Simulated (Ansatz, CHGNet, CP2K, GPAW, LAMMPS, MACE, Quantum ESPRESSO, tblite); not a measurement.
## Quantum ESPRESSO on amorphous Ge (61 atoms): settings compared

How far do other settings of Quantum ESPRESSO move the forces in amorphous Ge (61 atoms)? One run of the same program serves as the yardstick.

Calculated with Quantum ESPRESSO 7.5; the method is named at each step.

## Step 1: The structure

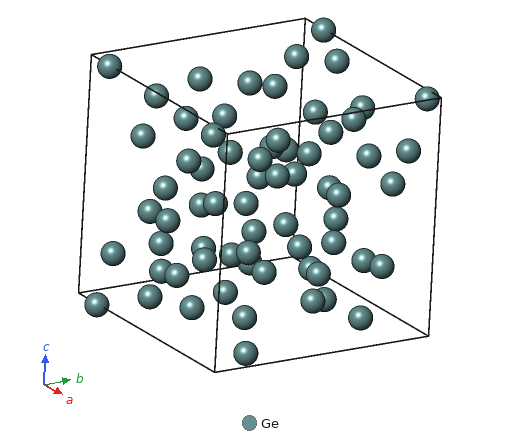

The cell as given, slightly off an axis (germanium teal). Some periodic images of atoms are drawn too.

The cell holds 61 atoms: 61 Ge. Cell: a = 11.207 Å, b = 11.207 Å, c = 11.207 Å, α = 90.0°, β = 90.0°, γ = 90.0°. 61 atoms (61 Ge) placed at random at 5.23 g/cm³, melted at 3500 K for 10 ps at fixed volume with the Tersoff potential (Tersoff, Phys. Rev. B 39, 5566 (1989)). Quenched from 3500 K to 300 K at 6 K/ps and fixed volume, annealed at 1300 K for 20 ps, held 5 ps.

The yardstick, on the same geometry:

```
method                 : Kohn-Sham DFT, PBE, SSSP efficiency 1.3.0 pseudopotentials, plane waves (Quantum ESPRESSO 7.5); sssp-pbe-1.3.0-efficiency, cutoffs 45/360 Ry, Γ point
r.m.s. force component : 0.4425 eV/Å
longest force          : 1.405 eV/Å
pressure               : 4.59 GPa
time                   : 3.1 min on 4 MPI ranks of Arm Neoverse V2, shared host
CPU time               : 12 min
```

## Step 2: PBE, sssp-1.3.0-efficiency, 35/280 Ry

Method: Kohn-Sham DFT, PBE, SSSP efficiency 1.3.0 pseudopotentials, plane waves.

pw.in reads:

```
&control
  calculation = 'scf'
  pseudo_dir = './pseudo'
  outdir = './tmp'
  disk_io = 'none'
  tprnfor = .true.
  tstress = .true.
/
&system
  ibrav = 0
  nat = 61
  ntyp = 1
  ecutwfc = 35
  ecutrho = 280
  nosym = .true.
  occupations = 'smearing'
  smearing = 'fd'
  degauss = 0.003675
/
&electrons
  conv_thr = 3.0e-07
  electron_maxstep = 100
  mixing_beta = 0.2
  mixing_mode = 'local-TF'
  diagonalization = 'david'
/
ATOMIC_SPECIES
Ge 72.630 Ge.upf
CELL_PARAMETERS angstrom
11.20750 0.00000 0.00000
0.00000 11.20750 0.00000
0.00000 0.00000 11.20750
ATOMIC_POSITIONS crystal
Ge 0.10753 0.68397 0.81275
Ge 0.00882 0.98303 0.35227
Ge 0.52455 0.94572 0.80790
Ge 0.25408 0.14946 0.88873
Ge 0.87834 0.22258 0.00567
Ge 0.59841 0.00624 0.50144
Ge 0.93324 0.63668 0.94247
Ge 0.09266 0.32144 0.42211
Ge 0.39120 0.32656 0.21997
Ge 0.39254 0.05660 0.46445
Ge 0.90140 0.99869 0.96309
Ge 0.41313 0.28304 0.46342
Ge 0.88451 0.54042 0.29190
Ge 0.67666 0.88664 0.66520
Ge 0.21763 0.37472 0.91324
Ge 0.75422 0.21266 0.37869
Ge 0.95532 0.13520 0.67324
Ge 0.74952 0.69463 0.35545
Ge 0.15772 0.04845 0.21053
Ge 0.47661 0.14728 0.86882
Ge 0.84643 0.49192 0.79129
Ge 0.52497 0.46397 0.36200
Ge 0.54980 0.66717 0.27454
Ge 0.33135 0.74085 0.28433
Ge 0.03209 0.55722 0.11307
Ge 0.24570 0.63850 0.11119
Ge 0.25794 0.97830 0.61135
Ge 0.20891 0.68384 0.45252
Ge 0.89628 0.60838 0.61646
Ge 0.17246 0.26290 0.22517
Ge 0.34759 0.84094 0.74640
Ge 0.61282 0.70168 0.06360
Ge 0.68678 0.33490 0.07475
Ge 0.10694 0.87301 0.50369
Ge 0.24433 0.80699 0.95045
Ge 0.34589 0.96618 0.27904
Ge 0.69943 0.69398 0.56886
Ge 0.36000 0.45417 0.05349
Ge 0.23562 0.33029 0.58143
Ge 0.67769 0.01005 0.29792
Ge 0.05895 0.34707 0.05809
Ge 0.50838 0.20209 0.07700
Ge 0.13959 0.99685 0.99761
Ge 0.62790 0.48680 0.77578
Ge 0.61975 0.26931 0.75561
Ge 0.99617 0.79496 0.66782
Ge 0.61091 0.21854 0.54513
Ge 0.50645 0.00230 0.15239
Ge 0.81722 0.79577 0.04671
Ge 0.73085 0.38644 0.27147
Ge 0.03229 0.52952 0.45055
Ge 0.56963 0.49686 0.98121
Ge 0.46921 0.85002 0.99935
Ge 0.34520 0.64609 0.63033
Ge 0.53331 0.55455 0.58400
Ge 0.17206 0.15043 0.69260
[... 1 atom lines left out ...]
Ge 0.21610 0.50128 0.73807
Ge 0.84063 0.86790 0.25935
Ge 0.86834 0.94578 0.74138
Ge 0.83730 0.26825 0.79856
K_POINTS gamma
```

The run is started by

```console
OMP_NUM_THREADS=1 mpirun -np 4 pw.x -in pw.in > output.txt
```

Log:

```text
Program PWSCF
     gamma-point specific algorithms are used
     one sub-group per band group will be used
     scalapack distributed-memory algorithm (size of sub-group:  2*  2 procs)
     Parallelization info
     sticks:   dense  smooth     PW     G-vecs:    dense   smooth      PW
     Min        2500    1247    310               187967    66485    8281
     Max        2503    1250    312               187974    66490    8284
     Sum       10005    4997   1245               751877   265955   33131
     bravais-lattice index     =            0
     lattice parameter (alat)  =      21.1791  a.u.
     unit-cell volume          =    9499.9833 (a.u.)^3
     number of atoms/cell      =           61
     number of atomic types    =            1
     number of electrons       =       854.00
     number of Kohn-Sham states=          512
     kinetic-energy cutoff     =      35.0000  Ry
     charge density cutoff     =     280.0000  Ry
     scf convergence threshold =      3.0E-07
     mixing beta               =       0.2000
     number of iterations used =            8  local-TF  mixing
     Exchange-correlation=  SLA  PW   PBX  PBC
                           (   1   4   3   4   0   0   0)
     crystal axes: (cart. coord. in units of alat)
               a(1) = (   1.000000   0.000000   0.000000 )
               a(2) = (   0.000000   1.000000   0.000000 )
               a(3) = (   0.000000   0.000000   1.000000 )
     reciprocal axes: (cart. coord. in units 2 pi/alat)
               b(1) = (  1.000000  0.000000  0.000000 )
               b(2) = (  0.000000  1.000000  0.000000 )
               b(3) = (  0.000000  0.000000  1.000000 )
     PseudoPot. # 1 for Ge:
     Pseudo is Ultrasoft + core correction, Zval = 14.0
     atomic species   valence    mass     pseudopotential
     Ge               14.00    72.63000     Ge( 1.00)
     No symmetry found
   Cartesian axes
     number of k points=     1  Fermi-Dirac smearing, width (Ry)=  0.0037
                       cart. coord. in units 2pi/alat
        k(    1) = (   0.0000000   0.0000000   0.0000000), wk =   2.0000000
     Dense  grid:   375939 G-vectors     FFT dimensions: ( 120, 120, 120)
     Smooth grid:   132978 G-vectors     FFT dimensions: (  80,  80,  80)
     Initial potential from superposition of free atoms
     starting charge     853.9467, renormalised to     854.0000
     Starting wfcs are  549 randomized atomic wfcs
     Self-consistent Calculation
     iteration #  1     ecut=    35.00 Ry     beta= 0.20
     Threshold (ethr) on eigenvalues was too large:
     Diagonalizing with lowered threshold
     total energy              =  -13031.61848222 Ry
     estimated scf accuracy    <       1.19176525 Ry
     iteration #  2     ecut=    35.00 Ry     beta= 0.20
     total energy              =  -13031.37580493 Ry
     estimated scf accuracy    <       0.89754972 Ry
     iteration #  3     ecut=    35.00 Ry     beta= 0.20
     total energy              =  -13031.44505302 Ry
     estimated scf accuracy    <       0.02754334 Ry
     iteration #  4     ecut=    35.00 Ry     beta= 0.20
     total energy              =  -13031.44634816 Ry
     estimated scf accuracy    <       0.01807552 Ry
     iteration #  5     ecut=    35.00 Ry     beta= 0.20
     total energy              =  -13031.44783833 Ry
     estimated scf accuracy    <       0.00186568 Ry
     iteration #  6     ecut=    35.00 Ry     beta= 0.20
     total energy              =  -13031.44779701 Ry
     estimated scf accuracy    <       0.00078676 Ry
     iteration #  7     ecut=    35.00 Ry     beta= 0.20
     total energy              =  -13031.44788743 Ry
     estimated scf accuracy    <       0.00003595 Ry
     iteration #  8     ecut=    35.00 Ry     beta= 0.20
     total energy              =  -13031.44790146 Ry
     estimated scf accuracy    <       0.00002167 Ry
     iteration #  9     ecut=    35.00 Ry     beta= 0.20
     total energy              =  -13031.44791304 Ry
     estimated scf accuracy    <       0.00000160 Ry
     iteration # 10     ecut=    35.00 Ry     beta= 0.20
     total energy              =  -13031.44791861 Ry
     estimated scf accuracy    <       0.00000083 Ry
     iteration # 11     ecut=    35.00 Ry     beta= 0.20
     End of self-consistent calculation
          k = 0.0000 0.0000 0.0000 ( 16566 PWs)   bands (ev):
   -16.8259 -16.8170 -16.8149 -16.7964 -16.7916 -16.7837 -16.7820 -16.7801
   -16.7765 -16.7753 -16.7668 -16.7487 -16.7459 -16.7431 -16.7392 -16.7380
   -16.7352 -16.7323 -16.7294 -16.7262 -16.7250 -16.7231 -16.7187 -16.7165
   -16.7138 -16.7127 -16.7106 -16.7076 -16.7071 -16.7014 -16.6979 -16.6958
   -16.6922 -16.6906 -16.6871 -16.6818 -16.6803 -16.6783 -16.6768 -16.6727
   -16.6719 -16.6693 -16.6663 -16.6646 -16.6630 -16.6616 -16.6583 -16.6556
   -16.6552 -16.6525 -16.6503 -16.6495 -16.6486 -16.6455 -16.6430 -16.6418
   -16.6389 -16.6377 -16.6359 -16.6355 -16.6346 -16.6311 -16.6298 -16.6279
   -16.6272 -16.6262 -16.6225 -16.6222 -16.6190 -16.6176 -16.6158 -16.6149
   -16.6138 -16.6110 -16.6081 -16.6074 -16.6059 -16.6048 -16.6009 -16.5998
   -16.5969 -16.5951 -16.5936 -16.5925 -16.5885 -16.5878 -16.5874 -16.5834
   -16.5820 -16.5805 -16.5787 -16.5775 -16.5748 -16.5745 -16.5728 -16.5697
[...]
11.5283  11.5537  11.6644  11.7051  11.7509  11.8101  11.8513  11.9157
    11.9889  12.1168  12.1362  12.1731  12.2468  12.2751  12.3348  12.3740
    12.4358  12.4837  12.5286  12.5747  12.6214  12.6414  12.7682  12.8054
    12.8287  12.8929  12.9610  13.0044  13.0515  13.1193  13.1595  13.2169
    13.2313  13.3548  13.3846  13.3970  13.4700  13.5133  13.5529  13.5733
     the Fermi energy is     7.8855 ev
!    total energy              =  -13031.44792823 Ry
     estimated scf accuracy    <       0.00000013 Ry
     smearing contrib. (-TS)   =      -0.01200765 Ry
     internal energy E=F+TS    =  -13031.43592058 Ry
     The total energy is F=E-TS. E is the sum of the following terms:
     one-electron contribution =   -8799.51291313 Ry
     hartree contribution      =    5184.73508694 Ry
     xc contribution           =   -3556.82579346 Ry
     ewald contribution        =   -5859.83230094 Ry
     convergence has been achieved in  11 iterations
     Forces acting on atoms (cartesian axes, Ry/au):
     atom    1 type  1   force =    -0.01148485    0.00163499    0.01928430
     atom    2 type  1   force =    -0.01640727   -0.00232521   -0.01446663
     atom    3 type  1   force =     0.00519575   -0.02680740    0.01635319
     atom    4 type  1   force =     0.01361444    0.04380051   -0.00666013
     atom    5 type  1   force =    -0.01299606    0.00842069    0.01294975
     atom    6 type  1   force =     0.01338824   -0.01054528    0.00231116
     atom    7 type  1   force =    -0.00482201    0.00526804   -0.01553255
     atom    8 type  1   force =    -0.00720294   -0.00144171   -0.01239930
     atom    9 type  1   force =    -0.01196821   -0.02328288    0.00354925
     atom   10 type  1   force =    -0.01591509   -0.00781568    0.00362622
     atom   11 type  1   force =     0.00915051   -0.02347769   -0.01366429
     atom   12 type  1   force =     0.02394876    0.00815659    0.00278193
[...]
atom   57 type  1   force =    -0.00669789   -0.00121710   -0.00625610
     atom   58 type  1   force =    -0.00155754   -0.00810824   -0.01878307
     atom   59 type  1   force =     0.00179203    0.00349673    0.00162984
     atom   60 type  1   force =     0.00488571    0.03836059    0.03421741
     atom   61 type  1   force =     0.00705354    0.02184637   -0.00782696
     Total force =     0.232883     Total SCF correction =     0.002081
     Computing stress (Cartesian axis) and pressure
          total   stress  (Ry/bohr**3)                   (kbar)     P=       33.21
   0.00013327  -0.00007896   0.00006587           19.60      -11.61        9.69
  -0.00007896   0.00016704  -0.00008865          -11.61       24.57      -13.04
   0.00006587  -0.00008865   0.00037693            9.69      -13.04       55.45
     Message from routine punch:
     Nothing written, as per user request (disk_io='none')
```

Elapsed: 2.3 min, on 4 MPI ranks of Arm Neoverse V2, shared host; peak memory 2.9 GiB; 9.1 min of CPU time.

Banners, paths, timers and routine set-up lines are dropped from the logs unmarked, and long logs keep their key lines alone; longer cuts are marked.

Numbers from this run, and their distance from the reference:

- r.m.s. force component: 0.4426 eV/Å
- r.m.s. difference of force components: 0.246 meV/Å
- longest difference of force vectors: 0.864 meV/Å
- force difference over r.m.s. force: 0.0555 %
- slope of forces against the reference's: 1
- correlation of force components: 1
- pressure: 3.321 GPa
- pressure difference: -1.269 GPa
- energy less the same-level run's: 13.14 meV/atom
- r.m.s. force difference from the same-level run: 0.246 meV/Å

This is a coarse setting, run to see what it loses.

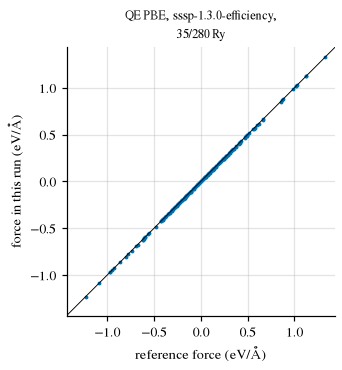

Force components against those of the reference; the line marks equality.

A closer look about Ge50, which bears the longest force: 12 atoms, nearest first, numbered in the order of the input, with positions taken from that point.

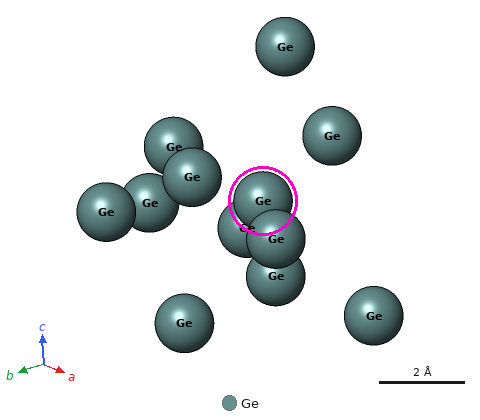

The atoms of the table, within 3.9 Å (arrows a, b, c point along x, y, z); some may hide others; the central atom is ringed.

| atom | x | y | z | distance (Å) | bonds | Fx | Fy | Fz (eV/Å) |
| --- | --- | --- | --- | --- | --- | --- | --- | --- |
| Ge50 | 0.00 | 0.00 | 0.00 | 0.00 | 4 | -0.61 | 1.13 | 0.57 |
| Ge16 | 0.26 | -1.95 | 1.20 | 2.30 | 4 | 0.02 | -1.23 | 0.27 |
| Ge33 | -0.49 | -0.58 | -2.20 | 2.33 | 4 | 0.12 | -0.95 | -0.61 |
| Ge13 | 1.72 | 1.73 | 0.23 | 2.45 | 4 | 0.56 | 0.01 | -0.74 |
| Ge22 | -2.31 | 0.87 | 1.01 | 2.67 | 5 | 0.66 | -0.20 | -0.11 |
| Ge18 | 0.21 | 3.45 | 0.94 | 3.59 | 4 | -0.16 | 1.02 | 0.61 |
| Ge23 | -2.03 | 3.15 | 0.03 | 3.74 | 4 | -0.93 | 0.03 | -0.41 |
| Ge47 | -1.34 | -1.88 | 3.07 | 3.84 | 4 | 0.11 | 0.12 | 0.14 |
| Ge5 | 1.65 | -1.84 | -2.98 | 3.87 | 4 | -0.33 | 0.22 | 0.33 |
| Ge42 | -2.49 | -2.07 | -2.18 | 3.90 | 4 | 0.27 | 0.22 | 0.25 |
| Ge9 | -3.81 | -0.67 | -0.58 | 3.91 | 5 | -0.31 | -0.60 | 0.09 |
| Ge52 | -1.81 | 1.24 | -3.25 | 3.92 | 4 | 0.00 | 0.85 | 0.19 |

Forces lie 0.056 % from the reference's, at 0.73 times its CPU time.

Within one program, basis, potentials and functional, energies share a zero. Each run against its twin at the usual cutoff or grid and solver:

| run | twin | Δ energy (meV/atom) | Δ force, r.m.s. (meV/Å) | CPU time over the twin's |
| --- | --- | --- | --- | --- |
| QE PBE, sssp-1.3.0-efficiency, 35/280 Ry | sssp-1.3.0-efficiency, 45/360 Ry | 13.1 | 0.246 | 0.73 |

## Step 3: Results

```json
{
 "force difference from the reference": "QE PBE, sssp-1.3.0-efficiency, 35/280 Ry (coarse), 0.056 %",
 "its CPU time": "9.1 min"
}
```

In words: Runs with settings chosen to be coarse differ by 0.056 % (QE PBE, sssp-1.3.0-efficiency, 35/280 Ry). The reference's pressure holds the uncorrected Pulay stress of its 45 Ry basis, so small pressure differences, and their order, may be the reference's own error. The quench rate of 6 K/ps is many orders above laboratory rates, so the cell is likely richer in defects and strain than a real sample. The network of bonds at the start is that of the classical potential that made the cell, and needn't be the one that DFT or experiment would give. The reference's stress is far from hydrostatic: its diagonal is 3.2, 3.7, 6.8 GPa, compression counted positive. The electronic-structure runs sample only Γ, in a cell whose shortest periodic width is 11 Å, which is coarse for a cell with partly filled levels.

[Also dropped from logs without a mark: logging warnings of Python, and SIESTA's first energy breakdown and zero terms.]

[Logs are printed without paths, hosts, clocks, repeated set-up lines and the standing remarks that a program may print on its own settings, such as how far it seeks lower states.]

[Hosts, paths, dates, database ids (printed as entryN), source tags and the programs' standing remarks are cut or masked in the printed files.]
